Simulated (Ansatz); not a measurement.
| atom | x (Å) | y (Å) | z (Å) |
| --- | --- | --- | --- |
| C | 1.1467 | -1.6323 | -0.4080 |
| C | 0.0425 | -1.6068 | 0.3033 |
| C | -1.1251 | -1.4206 | 0.8940 |
| O | -1.9003 | -0.3836 | 0.6119 |
| In | -0.7692 | 0.7062 | -0.7922 |
| C | 0.3825 | 2.1703 | 0.2430 |
| H | 2.0722 | -1.1748 | -0.0566 |
| H | 1.2093 | -2.1618 | -1.3592 |
| H | -1.4866 | -2.1225 | 1.6471 |
| H | -1.3060 | 0.3556 | -2.3746 |
| H | 0.6204 | 1.7835 | 1.2338 |
| H | 1.3046 | 2.3947 | -0.2936 |
| H | -0.1912 | 3.0921 | 0.3511 |

Geometry: PBE0-D4/def2-TZVP; core potentials replace the inner electrons of In.

Level of theory: Ansatz 0.2.0, RKS PBE0-D4/def2-TZVPP.

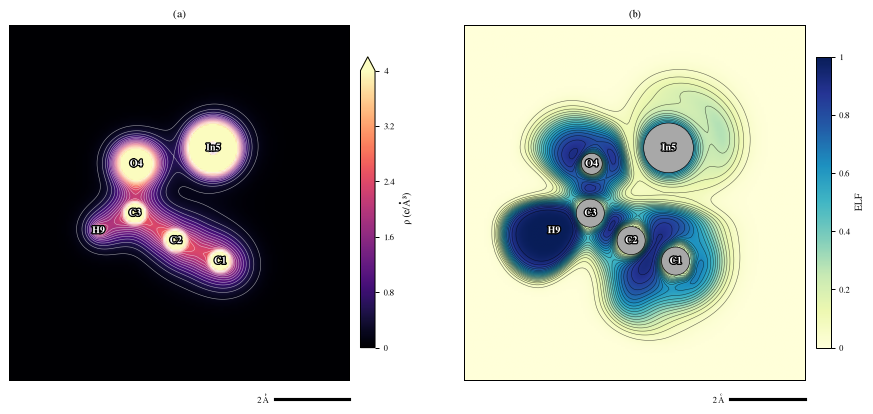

C4H7InO (SMILES C=C=C[O][InH][CH3]). (a) electron density; (b) ELF on the plane of atoms C2, C3 and O4. Grey discs cover the atomic cores in the ELF map.

Interpret the plot.

- The plane passes through C, O, In and H nuclei.
- C–C (1.31 Å): the density is about 2.4 e/Å³ at the midpoint; the ELF peaks at about 0.90 between the atoms: a multiple bond.
- C–O (1.33 Å): the density is about 2.5 e/Å³ at the midpoint; the ELF peaks at about 0.85 between the atoms: a shared but strongly polarised pair.
- In–O (2.11 Å): ρ is about 0.61 e/Å³ halfway; the ELF peaks at about 0.85 in the valence shell of O, 0.6 Å from its nucleus, and drops to about 0.15 between the two atoms.
- C–H (1.09 Å): ρ is about 2.1 e/Å³ halfway; the ELF climbs to about 1 towards the hydrogen, as it does in any bond to H: a covalent bond by its length.
- The ELF also peaks beside O4, away from the bonds: lone-pair regions.
